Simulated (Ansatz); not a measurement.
# F2H4N2Si2: up Jacob's ladder to CCSD(T), part 2 of 2

Ansatz 0.2.0, Gaussian basis; functionals in def2-TZVPP, the program's frozen cores in correlated methods.

**13. BHLYP-D4 (hybrid)**

The input, in.yaml:

```yaml
crystal:
  periodic: [false, false, false]
  atoms:
    - {symbol: F, position_ang: [0.469797, -1.147622, -2.207203]}
    - {symbol: Si, position_ang: [0.759521, -0.675507, -0.715075]}
    - {symbol: N, position_ang: [-0.493236, -0.994707, 0.415578]}
    - {symbol: Si, position_ang: [-0.724241, 0.673430, 0.752652]}
    - {symbol: F, position_ang: [-2.165807, 1.248536, 0.399922]}
    - {symbol: N, position_ang: [0.503036, 0.994315, -0.405307]}
    - {symbol: H, position_ang: [2.097105, -1.222064, -0.419068]}
    - {symbol: H, position_ang: [-0.907524, -1.834655, 0.768935]}
    - {symbol: H, position_ang: [-0.485848, 1.126257, 2.135979]}
    - {symbol: H, position_ang: [0.947187, 1.832008, -0.726412]}
basis:
  gaussian: {orbitals: def2-TZVPP}
hamiltonian: {xc: {name: BHLYP}, dispersion: d4}
output: {orbitals: {seedname: orbitals}}
```

Launch:

```bash
ansatz run in.yaml --threads 4 --pin off --events-out ev --progress --plain --max-ram 10444MiB
```

Output:

```text
Functional definition: BHLYP
  name "BHLYP"
  cite "Becke, J. Chem. Phys. 98, 1372 (1993) doi:10.1063/1.464304"
  cite "Becke, Phys. Rev. A 38, 3098 (1988) doi:10.1103/PhysRevA.38.3098"
  cite "Lee, Yang & Parr, Phys. Rev. B 37, 785 (1988) doi:10.1103/PhysRevB.37.785"
  parameter a = 0.5
  exchange = (1 - a)*b88_x + a*exact_x
  correlation = lyp_c
1544 factors; their error is unknown
mean field evaluation 1: about -24231.6420 eV, gradient 7.8e1 eV
mean field evaluation 2: about -24229.4470 eV, gradient 8.2e1 eV
mean field evaluation 4: about -24241.6465 eV, gradient 1.6e0 eV
mean field evaluation 8: about -24241.8119 eV, gradient 4.7e-2 eV
mean field -24241.81187869 eV, -890.8701548517 hartree, gradient 3.0e-5 eV, S^2 0.000000; 0 other end points of the search recorded, 0 dependent functions left out
reference -24241.81205564 eV, -890.8701613543 hartree; 32, 32 occupied and 232, 232 virtual orbitals, 1544 factors
Total energy: -24242.14888372 eV, -890.8825395582 hartree
```

Run time: 2.7 s. Hardware: 4 threads of INTEL XEON PLATINUM 8581C at 2.30GHz, shared host; peak memory 0.78 GiB.

With the free atoms at this level, -24202.330 eV in sum, the atomisation energy is 3842.0 kJ/mol. HOMO -9.09 eV, LUMO 1.08 eV.

**14. CAM-B3LYP-D4 (range-separated)**

Changes to in.yaml since step 13:

```diff
@@ -15,3 +15,3 @@
   gaussian: {orbitals: def2-TZVPP}
-hamiltonian: {xc: {name: BHLYP}, dispersion: d4}
+hamiltonian: {xc: {name: CAM-B3LYP}, dispersion: d4}
 output: {orbitals: {seedname: orbitals}}
```

The command is unchanged.

Output, cut to the lines that bear on the results:

```text
Functional definition: CAM-B3LYP
  name "CAM-B3LYP"
  cite "Yanai, Tew & Handy, Chem. Phys. Lett. 393, 51 (2004) doi:10.1016/j.cplett.2004.06.011"
  cite "Iikura, Tsuneda, Yanai & Hirao, J. Chem. Phys. 115, 3540 (2001) doi:10.1063/1.1383587"
  cite "Becke, Phys. Rev. A 38, 3098 (1988) doi:10.1103/PhysRevA.38.3098"
  cite "Lee, Yang & Parr, Phys. Rev. B 37, 785 (1988) doi:10.1103/PhysRevB.37.785"
  cite "Vosko, Wilk & Nusair, Can. J. Phys. 58, 1200 (1980) doi:10.1139/p80-159"
[...]
  # Exact exchange under (alpha + beta erf(omega r))/r, Becke's under what is left of 1/r.
[...]
1440 factors; their error is unknown
342 factors; integrals over basis functions are off by at most 1.0e-5 eV
[...]
mean field -24243.31482744 eV, -890.9253871995 hartree, gradient 2.3e-5 eV, S^2 0.000000; 0 other end points of the search recorded, 0 dependent functions left out
reference -24243.31495523 eV, -890.9253918957 hartree; 32, 32 occupied and 232, 232 virtual orbitals, 1440 factors
Total energy: -24243.54119465 eV, -890.9337060410 hartree
```

It took 3.3 s on 4 threads of INTEL XEON PLATINUM 8581C at 2.30GHz, shared host; peak memory 0.86 GiB.

Atomisation energy: 4005.7 kJ/mol (free atoms -24202.025 eV, run apart). HOMO -9.19 eV, LUMO 1.22 eV.

**15. LC-ωPBE (range-separated)**

Changes to in.yaml since step 14:

```diff
@@ -15,3 +15,3 @@
   gaussian: {orbitals: def2-TZVPP}
-hamiltonian: {xc: {name: CAM-B3LYP}, dispersion: d4}
+hamiltonian: {xc: {name: LC-wPBE}}
 output: {orbitals: {seedname: orbitals}}
```

Same command.

Output, cut to the lines that bear on the results:

```text
Functional definition: LC-wPBE
  name "LC-wPBE"
  cite "Vydrov & Scuseria, J. Chem. Phys. 125, 234109 (2006) doi:10.1063/1.2409292"
  cite "Heyd & Scuseria, J. Chem. Phys. 120, 7274 (2004) doi:10.1063/1.1668634"
  cite "Ernzerhof & Perdew, J. Chem. Phys. 109, 3313 (1998) doi:10.1063/1.476928"
  cite "Perdew, Burke & Ernzerhof, Phys. Rev. Lett. 77, 3865 (1996) doi:10.1103/PhysRevLett.77.3865"
  parent pbe
[...]
1434 factors; their error is unknown
442 factors; integrals over basis functions are off by at most 2.1e-5 eV
[...]
mean field -24235.54315522 eV, -890.6397835132 hartree, gradient 4.7e-5 eV, S^2 0.000000; 0 other end points of the search recorded, 0 dependent functions left out
reference -24235.54315523 eV, -890.6397835135 hartree; 32, 32 occupied and 232, 232 virtual orbitals, 1434 factors
Total energy: -24235.54315523 eV, -890.6397835135 hartree
```

Run time: 2.4 s. Hardware: 4 threads of INTEL XEON PLATINUM 8581C at 2.30GHz, shared host; peak memory 0.56 GiB.

With the free atoms at this level, -24194.393 eV in sum, the atomisation energy is 3970.4 kJ/mol. HOMO -10.63 eV, LUMO 2.43 eV.

**16. ωB97X-V (range-separated)**

Changes to in.yaml since step 15:

```diff
@@ -15,3 +15,3 @@
   gaussian: {orbitals: def2-TZVPP}
-hamiltonian: {xc: {name: LC-wPBE}}
+hamiltonian: {xc: {name: wB97X-V}}
 output: {orbitals: {seedname: orbitals}}
```

Launched as before.

Output, cut to the lines that bear on the results:

```text
Functional definition: wB97X-V
  name "wB97X-V"
  cite "Mardirossian & Head-Gordon, Phys. Chem. Chem. Phys. 16, 9904 (2014) doi:10.1039/C3CP54374A"
  cite "Becke, J. Chem. Phys. 107, 8554 (1997) doi:10.1063/1.475007"
  cite "Vydrov & Van Voorhis, J. Chem. Phys. 133, 244103 (2010) doi:10.1063/1.3521275"
[...]
      + integral(e_c_pw_opposite_spin*poly(b97_u_opposite, cos0, cos1)) + vv10(b, c)
1440 factors; their error is unknown
302 factors; integrals over basis functions are off by at most 6.9e-6 eV
[...]
mean field -24240.02018017 eV, -890.8043111454 hartree, gradient 6.3e-5 eV, S^2 0.000000; 0 other end points of the search recorded, 0 dependent functions left out
reference -24240.02017811 eV, -890.8043110697 hartree; 32, 32 occupied and 232, 232 virtual orbitals, 1440 factors
Total energy: -24240.02017811 eV, -890.8043110697 hartree
```

Run time: 4.9 s. Hardware: 4 threads of INTEL XEON PLATINUM 8581C at 2.30GHz, shared host; peak memory 0.92 GiB.

With the free atoms at this level, -24198.481 eV in sum, the atomisation energy is 4007.9 kJ/mol. HOMO -10.23 eV, LUMO 2.27 eV.

**17. ωB97M-V (range-separated)**

Changes to in.yaml since step 16:

```diff
@@ -15,3 +15,3 @@
   gaussian: {orbitals: def2-TZVPP}
-hamiltonian: {xc: {name: wB97X-V}}
-output: {orbitals: {seedname: orbitals}}
+hamiltonian: {xc: {name: wB97M-V}}
+output: {forces: true, orbitals: {seedname: orbitals}}
```

The command is unchanged.

Output, cut to the lines that bear on the results:

```text
Functional definition: wB97M-V
  name "wB97M-V"
  cite "Mardirossian & Head-Gordon, J. Chem. Phys. 144, 214110 (2016) doi:10.1063/1.4952647"
  cite "Becke, J. Chem. Phys. 107, 8554 (1997) doi:10.1063/1.475007"
  cite "Vydrov & Van Voorhis, J. Chem. Phys. 133, 244103 (2010) doi:10.1063/1.3521275"
  # Of w^i u^j: cxij and so on, Table III.
[...]
  gx(w, u) = 1 - cx + cx01*u + cx10*w
  gss(w, u) = css00 + css04*u^4 + css10*w + css20*w^2 + css43*w^4*u^3
  gos(w, u) = cos00 + cos10*w + (cos20 + cos21*u)*w^2 + (cos60 + cos61*u)*w^6
[...]
      + integral(e_c_pw_mod_opposite_spin*gos(b97_w_opposite, b97_u_opposite)) + vv10(b, c)
1440 factors; their error is unknown
302 factors; integrals over basis functions are off by at most 6.9e-6 eV
[...]
Atom 0 at     0.469797    -1.147622    -2.207203 Å, force    -0.028447    -0.036943    -0.124242 eV/Å
Atom 1 at     0.759521    -0.675507    -0.715075 Å, force     0.258643    -0.095641     0.081221 eV/Å
Atom 2 at    -0.493236    -0.994707     0.415578 Å, force    -0.042949    -0.090923     0.041024 eV/Å
Atom 3 at    -0.724241     0.673430     0.752652 Å, force     0.069873     0.076985     0.268056 eV/Å
Atom 4 at    -2.165807     1.248536     0.399922 Å, force    -0.119788     0.045962    -0.033899 eV/Å
Atom 5 at     0.503036     0.994315    -0.405307 Å, force     0.051062     0.090241    -0.032261 eV/Å
Atom 6 at     2.097105    -1.222064    -0.419068 Å, force    -0.156497     0.063813    -0.034994 eV/Å
Atom 7 at    -0.907524    -1.834655     0.768935 Å, force     0.001744     0.004645    -0.003159 eV/Å
Atom 8 at    -0.485848     1.126257     2.135979 Å, force    -0.028302    -0.052919    -0.161833 eV/Å
Atom 9 at     0.947187     1.832008    -0.726412 Å, force    -0.005338    -0.005220     0.000088 eV/Å
Dipole moment:     0.266886    -0.016150     0.284641 e Å
```

It took 7 s on 4 threads of INTEL XEON PLATINUM 8581C at 2.30GHz, shared host; peak memory 1.1 GiB.

With the free atoms at this level, -24200.642 eV in sum, the atomisation energy is 4000.8 kJ/mol. HOMO -10.14 eV, LUMO 1.86 eV.

**18. B2PLYP (double hybrid)**

Changes to in.yaml since step 17:

```diff
@@ -15,3 +15,2 @@
   gaussian: {orbitals: def2-TZVPP}
-hamiltonian: {xc: {name: wB97M-V}}
-output: {forces: true, orbitals: {seedname: orbitals}}
+hamiltonian: {xc: {name: B2PLYP}}
```

The command is unchanged.

Output, cut to the lines that bear on the results:

```text
Functional definition: B2PLYP
  name "B2PLYP"
  cite "Grimme, J. Chem. Phys. 124, 034108 (2006) doi:10.1063/1.2148954"
  cite "Becke, Phys. Rev. A 38, 3098 (1988) doi:10.1103/PhysRevA.38.3098"
  cite "Lee, Yang & Parr, Phys. Rev. B 37, 785 (1988) doi:10.1103/PhysRevB.37.785"
[...]
1598 factors; integrals over basis functions are off by at most 9.5e-4 eV
[...]
mean field -24223.77217270 eV, -890.2072078841 hartree, gradient 3.3e-6 eV, S^2 0.000000; 0 other end points of the search recorded, 0 dependent functions left out
14 core orbitals not correlated: weight in the atoms' cores, before any rotation towards them, 1.000 or more for the frozen orbitals, at most 0.000 for the correlated occupied ones
reference -24223.77233777 eV, -890.2072139502 hartree; 18, 18 occupied and 232, 232 virtual orbitals, 1598 factors
second order -37.05392764 eV of doubles, -0.00000000 eV of singles
Total energy: -24233.77689823 eV, -890.5748747659 hartree
```

It took 5 s on 4 threads of INTEL XEON PLATINUM 8581C at 2.30GHz, shared host; peak memory 0.77 GiB.

Atomisation energy: 3933.1 kJ/mol (free atoms -24193.013 eV, run apart).

**19. PBE-QIDH (double hybrid)**

Changes to in.yaml since step 18:

```diff
@@ -15,2 +15,2 @@
   gaussian: {orbitals: def2-TZVPP}
-hamiltonian: {xc: {name: B2PLYP}}
+hamiltonian: {xc: {name: PBE-QIDH}}
```

Launched as before.

Output, cut to the lines that bear on the results:

```text
Functional definition: PBE-QIDH
  name "PBE-QIDH"
  cite "Brémond, Sancho-García, Pérez-Jiménez & Adamo, J. Chem. Phys. 141, 031101 (2014) doi:10.1063/1.4890314"
  cite "Perdew, Burke & Ernzerhof, Phys. Rev. Lett. 77, 3865 (1996) doi:10.1103/PhysRevLett.77.3865"
[...]
1598 factors; integrals over basis functions are off by at most 9.5e-4 eV
[...]
mean field -24213.08328249 eV, -889.8143984144 hartree, gradient 4.8e-6 eV, S^2 0.000000; 0 other end points of the search recorded, 0 dependent functions left out
14 core orbitals not correlated: weight in the atoms' cores, before any rotation towards them, 1.000 or more for the frozen orbitals, at most 0.000 for the correlated occupied ones
reference -24213.08329488 eV, -889.8143988696 hartree; 18, 18 occupied and 232, 232 virtual orbitals, 1598 factors
second order -34.54495631 eV of doubles, -0.00000000 eV of singles
Total energy: -24224.59828032 eV, -890.2375667793 hartree
```

Run time: 4.5 s. Hardware: 4 threads of INTEL XEON PLATINUM 8581C at 2.30GHz, shared host; peak memory 0.77 GiB.

With the free atoms at this level, -24183.881 eV in sum, the atomisation energy is 3928.6 kJ/mol.

**20. Frontier levels by functional**

Dipoles come from the runs that computed forces. Levels are read from the orbital files that the runs wrote:

```csv
functional,HOMO (eV),LUMO (eV),gap (eV),dipole (D)
LDA (SPW92),-6.54,-0.76,5.79,
PBE-D4,-6.34,-0.51,5.84,1.75
revPBE-D4,-6.27,-0.40,5.87,
BLYP-D4,-6.19,-0.41,5.78,
r2SCAN-D4,-6.65,-0.05,6.60,1.80
B97M-V,-6.75,-0.28,6.47,
PBE0-D4,-7.78,0.33,8.10,
B3LYP-D4,-7.50,0.08,7.58,1.92
r2SCANh-D4,-7.19,0.22,7.41,
r2SCAN0-D4,-8.00,0.62,8.62,
HSE06-D4,-7.37,-0.04,7.33,
BHLYP-D4,-9.09,1.08,10.17,
CAM-B3LYP-D4,-9.19,1.22,10.40,
LC-ωPBE,-10.63,2.43,13.06,
ωB97X-V,-10.23,2.27,12.50,
ωB97M-V,-10.14,1.86,11.99,1.88
```

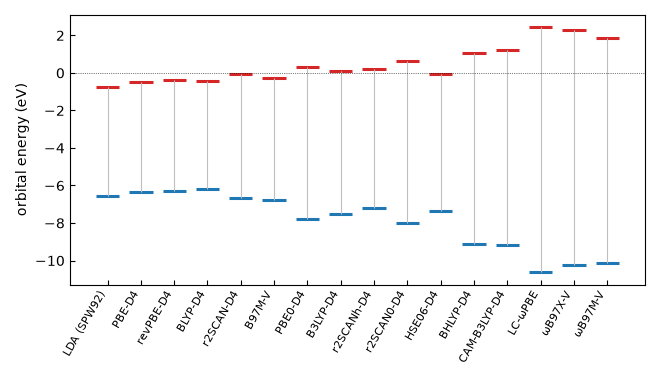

Highest occupied (blue) and lowest empty (red) level by functional.

**21. CCSD(T) in def2-SVP**

Changes to in.yaml since step 19:

```diff
@@ -14,3 +14,3 @@
 basis:
-  gaussian: {orbitals: def2-TZVPP}
-hamiltonian: {xc: {name: PBE-QIDH}}
+  gaussian: {orbitals: def2-SVP}
+correlation: {method: ccsd_t}
```

The command is unchanged.

Output, cut to the lines that bear on the results:

```text
Functional definition: HF
  name "HF"
  cite "Fock, Z. Phys. 61, 126 (1930) doi:10.1007/BF01340294"
  parent pbe
[...]
1076 factors; integrals over basis functions are off by at most 9.5e-4 eV
[...]
mean field -24157.65589307 eV, -887.7774794229 hartree, gradient 8.9e-7 eV, S^2 0.000000; 0 other end points of the search recorded, 0 dependent functions left out
14 core orbitals not correlated: weight in the atoms' cores, before any rotation towards them, 1.000 or more for the frozen orbitals, at most 0.000 for the correlated occupied ones
reference -24157.65589307 eV, -887.7774794229 hartree; 18, 18 occupied and 80, 80 virtual orbitals, 1076 factors
second order -23.88078021 eV of doubles, -0.00000000 eV of singles
cycle   1  -24.14307177 eV  change   -2.6e-1 eV  update   1.1e-1
[...]
cycle   9  -24.79383181 eV  change   -6.4e-7 eV  update   1.7e-5
perturbative correction -0.55100572 eV, -0.0202490867 hartree
Total energy: -24183.00073059 eV, -888.7088850227 hartree
```

Run time: 3.9 s. Hardware: 4 threads of INTEL XEON PLATINUM 8581C at 2.30GHz, shared host; peak memory 0.57 GiB.

**22. CCSD(T) in def2-TZVPP**

Changes to in.yaml since step 21:

```diff
@@ -14,3 +14,4 @@
 basis:
-  gaussian: {orbitals: def2-SVP}
+  gaussian: {orbitals: def2-TZVPP}
 correlation: {method: ccsd_t}
+output: {orbitals: {seedname: orbitals}}
```

Launched as before.

Output, cut to the lines that bear on the results:

```text
Functional definition: HF
  name "HF"
  cite "Fock, Z. Phys. 61, 126 (1930) doi:10.1007/BF01340294"
  parent pbe
[...]
1598 factors; integrals over basis functions are off by at most 9.5e-4 eV
[...]
mean field -24174.62341569 eV, -888.4010243784 hartree, gradient 1.9e-6 eV, S^2 0.000000; 0 other end points of the search recorded, 0 dependent functions left out
14 core orbitals not correlated: weight in the atoms' cores, before any rotation towards them, 1.000 or more for the frozen orbitals, at most 0.000 for the correlated occupied ones
reference -24174.62341569 eV, -888.4010243784 hartree; 18, 18 occupied and 232, 232 virtual orbitals, 1598 factors
second order -30.93978565 eV of doubles, -0.00000000 eV of singles
cycle   1  -30.82481648 eV  change    1.1e-1 eV  update   1.1e-1
[...]
cycle   9  -31.59176957 eV  change   -1.3e-5 eV  update   2.4e-5
perturbative correction -1.10551734 eV, -0.0406270130 hartree
Total energy: -24207.32070260 eV, -889.6026275094 hartree
```

Run time: 1.7 min. Hardware: 4 threads of INTEL XEON PLATINUM 8581C at 2.30GHz, shared host; peak memory 6.6 GiB.

**23. MP2 in def2-QZVPP**

Changes to in.yaml since step 22:

```diff
@@ -14,4 +14,3 @@
 basis:
-  gaussian: {orbitals: def2-TZVPP}
-correlation: {method: ccsd_t}
-output: {orbitals: {seedname: orbitals}}
+  gaussian: {orbitals: "def2-QZVPP.json"}
+correlation: {method: mp2}
```

Same command.

Output:

```text
Functional definition: HF
  name "HF"
  cite "Fock, Z. Phys. 61, 126 (1930) doi:10.1007/BF01340294"
  parent pbe
  exchange = exact_x
  correlation = 0
2934 factors; integrals over basis functions are off by at most 8.0e-4 eV
mean field evaluation 1: about -24169.1427 eV, gradient 5.8e1 eV
mean field evaluation 2: about -24169.3004 eV, gradient 5.8e1 eV
mean field evaluation 4: about -24175.5053 eV, gradient 3.5e0 eV
mean field evaluation 8: about -24175.5599 eV, gradient 1.4e-1 eV
mean field -24175.55994161 eV, -888.4354410712 hartree, gradient 1.3e-6 eV, S^2 0.000000; 0 other end points of the search recorded, 0 dependent functions left out
14 core orbitals not correlated: weight in the atoms' cores, before any rotation towards them, 1.000 or more for the frozen orbitals, at most 0.000 for the correlated occupied ones
reference -24175.55994161 eV, -888.4354410712 hartree; 18, 18 occupied and 456, 456 virtual orbitals, 2934 factors
second order -33.60997102 eV of doubles, -0.00000000 eV of singles
Total energy: -24209.16991263 eV, -889.6705847245 hartree
```

It took 22 s on 4 threads of INTEL XEON PLATINUM 8581C at 2.30GHz, shared host; peak memory 3.1 GiB.

The pieces so far (eV):

```csv
basis,HF,MP2 correlation,CCSD correlation,(T),total
def2-SVP,-24157.6559,-23.8808,-24.7938,-0.5510,-24183.0007
def2-TZVPP,-24174.6234,-30.9398,-31.5918,-1.1055,-24207.3207
def2-QZVPP,-24175.5599,-33.6100,,,-24209.1699 (MP2)
```

The report of the def2-TZVPP run gives T1 = 0.0118.

**24. Extrapolating to the complete basis**

No new run: Hartree-Fock is extrapolated as exp(−7.88√X) and correlation as X^−2.97, with X = 3 and 4; only MP2 was run in the larger set, so CCSD(T) minus MP2 is added from the smaller one.

```csv
level,energy at the limit (eV)
HF,-24175.6889
MP2,-24211.2768
CCSD,-24211.9288
CCSD(T),-24213.0343
```

**25. RPA on PBE orbitals**

Changes to in.yaml since step 23:

```diff
@@ -14,3 +14,4 @@
 basis:
-  gaussian: {orbitals: "def2-QZVPP.json"}
-correlation: {method: mp2}
+  gaussian: {orbitals: def2-TZVPP}
+hamiltonian: {xc: pbe}
+correlation: {method: rpa}
```

Launched as before.

Output, cut to the lines that bear on the results:

```text
Functional definition: PBE
  name "PBE"
  cite "Perdew, Burke & Ernzerhof, Phys. Rev. Lett. 77, 3865 (1996) doi:10.1103/PhysRevLett.77.3865"
  parent pbe
[...]
1598 factors; integrals over basis functions are off by at most 9.5e-4 eV
[...]
mean field -24228.17681804 eV, -890.3690756149 hartree, gradient 3.1e-6 eV, S^2 0.000000; 0 other end points of the search recorded, 0 dependent functions left out
14 core orbitals not correlated: weight in the atoms' cores, before any rotation towards them, 1.000 or more for the frozen orbitals, at most 0.000 for the correlated occupied ones
reference -24172.46796444 eV, -888.3218130057 hartree; 18, 18 occupied and 232, 232 virtual orbitals, 1598 factors
Total energy: -24220.72683296 eV, -890.0952937128 hartree
```

Wall time 3.5 s (4 threads of INTEL XEON PLATINUM 8581C at 2.30GHz, shared host); peak memory 0.76 GiB.

RPA correlation: -48.259 eV. No RPA run of the hydrogen atom was made, so RPA has no atomisation energy below.

**26. The ladder**

Atomisation energy = energies of 2 F, 2 Si, 2 N, 4 H (separate runs, same level) minus the molecule's; electronic only, no spin-orbit term.

Differences are taken before rounding.

```csv
method,rung,"atoms, summed (eV)",atomisation energy (kJ/mol),from CCSD(T)/CBS (kJ/mol),time
LDA (SPW92),LDA,-24076.302,4552.4,+556.4,1.1 s
PBE-D4,GGA,-24186.753,4022.4,+26.4,1.8 s
revPBE-D4,GGA,-24198.881,3907.7,-88.3,1.5 s
BLYP-D4,GGA,-24203.047,3967.5,-28.5,1.6 s
r2SCAN-D4,meta-GGA,-24199.073,3965.2,-30.8,2.8 s
B97M-V,meta-GGA,-24197.557,3981.7,-14.3,4.5 s
PBE0-D4,hybrid,-24189.374,3938.6,-57.4,2.8 s
B3LYP-D4,hybrid,-24205.645,3963.0,-33.0,4 s
r2SCANh-D4,hybrid,-24198.894,3932.6,-63.4,3.7 s
r2SCAN0-D4,hybrid,-24198.643,3885.8,-110.2,3.6 s
HSE06-D4,hybrid,-24188.614,3941.4,-54.7,3.3 s
BHLYP-D4,hybrid,-24202.330,3842.0,-154.0,2.7 s
CAM-B3LYP-D4,range-separated,-24202.025,4005.7,+9.7,3.3 s
LC-ωPBE,range-separated,-24194.393,3970.4,-25.6,2.4 s
ωB97X-V,range-separated,-24198.481,4007.9,+11.9,4.9 s
ωB97M-V,range-separated,-24200.642,4000.8,+4.8,7 s
B2PLYP,double hybrid,-24193.013,3933.1,-62.9,5 s
PBE-QIDH,double hybrid,-24183.881,3928.6,-67.4,4.5 s
HF/def2-TZVPP,wavefunction,-24145.480,2811.9,-1184.1,
MP2/def2-TZVPP,wavefunction,-24164.457,3966.2,-29.8,
CCSD/def2-TZVPP,wavefunction,-24166.984,3785.3,-210.7,
CCSD(T)/def2-SVP,wavefunction,-24145.781,3591.1,-404.9,3.9 s
CCSD(T)/def2-TZVPP,wavefunction,-24167.429,3849.0,-147.1,1.7 min
MP2/CBS,wavefunction,-24168.646,4113.2,+117.2,
CCSD(T)/CBS,wavefunction,-24171.619,3996.0,0,2.1 min
```

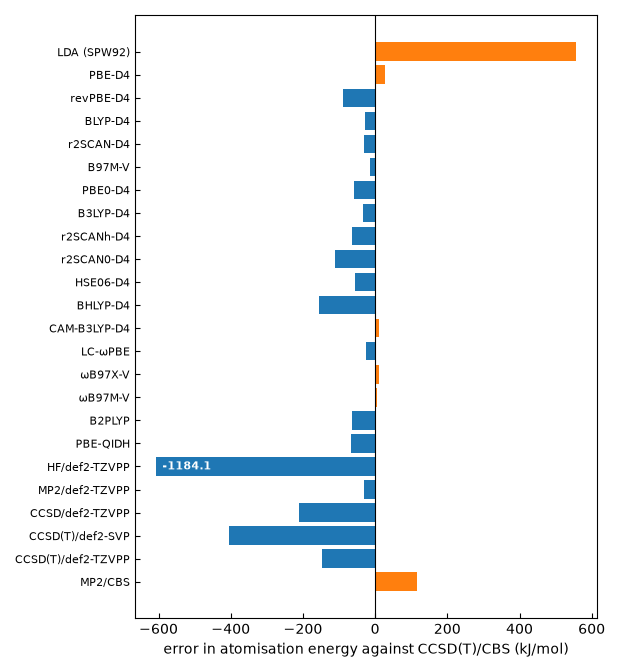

Deviations from CCSD(T)/CBS, method by method. Bars with a number in them are cut short.

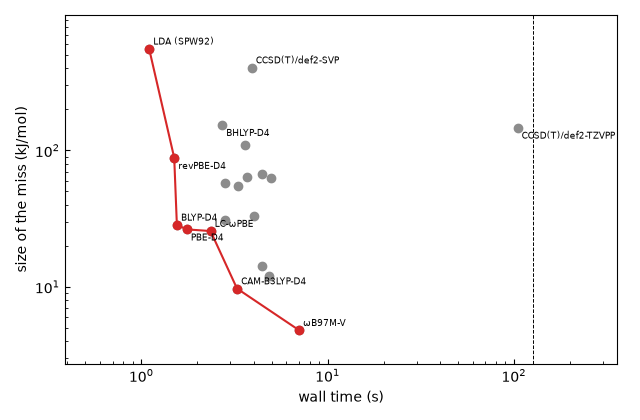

Miss against cost. Red marks the levels that no quicker level drawn beats (of those quicker than the yardstick), and the dashed line is the time of CCSD(T)/CBS. Only those levels and the largest misses are named. Times are from a shared host.

LDA (SPW92), LC-ωPBE, B2PLYP, PBE-QIDH carry no dispersion term (for B3LYP, D4 adds 41.6 kJ/mol).

Times are those of the molecule's run; HF, MP2 and CCSD come out of the CCSD(T) runs, and the limit's time is the sum of the runs that it needs.

**27. Outcome**

What follows sums up all 2 parts.

| quantity | value |
| --- | --- |
| atomisation energy, CCSD(T)/CBS | 3996.0 kJ/mol |
| functionals within 20.0 kJ/mol (0.5 %) | B97M-V, CAM-B3LYP-D4, ωB97X-V, ωB97M-V |
| farthest beyond LDA | BHLYP-D4 (-154.0 kJ/mol) |
| mean size of error, GGA | 47.7 kJ/mol |
| mean size of error, meta-GGA | 22.6 kJ/mol |
| mean size of error, hybrid | 78.8 kJ/mol |
| mean size of error, range-separated | 13.0 kJ/mol |
| mean size of error, double hybrid | 65.2 kJ/mol |
| gap, smallest and largest | 5.78 eV (BLYP-D4), 13.06 eV (LC-ωPBE) |
| T1 diagnostic | 0.0118 |
| triples share of the correlation energy | 3.4 % |

What this shows: LDA overbinds by 556.4 kJ/mol (14 %). PBE-D4 misses by +26.4 kJ/mol. Double hybrids carry the basis error of their MP2 part in triple zeta, and no dispersion term here, so their miss is partly the set-up's. Taken by rung, range-separated functionals do best (13.0 kJ/mol on average) and hybrid ones worst beyond LDA (78.8 kJ/mol). double hybrid functionals lie within the reference's doubt of that worst mean (65.2 kJ/mol), so those two tie. The gap between the best rungs is small, so their order is not settled. The mean of the hybrids holds BHLYP, with half exact exchange. Misses under about 20.0 kJ/mol are within the doubt on the reference itself, which lacks core-valence correlation, relativity and higher excitations. Hartree-Fock recovers 70 % of the binding; the rest is correlation. CCSD(T) in def2-SVP is off by -404.9 kJ/mol, which most functionals beat. The gap grows from 5.8 to 13.1 eV across the functionals, mostly with the share of exact exchange.

ωB97M-V reaches 4.8 kJ/mol from the reference in 7 s, where CCSD(T)/CBS took 2.1 min; the quickest level in the cost chart, LDA (SPW92), takes 1.1 s and misses by 556.4 kJ/mol.
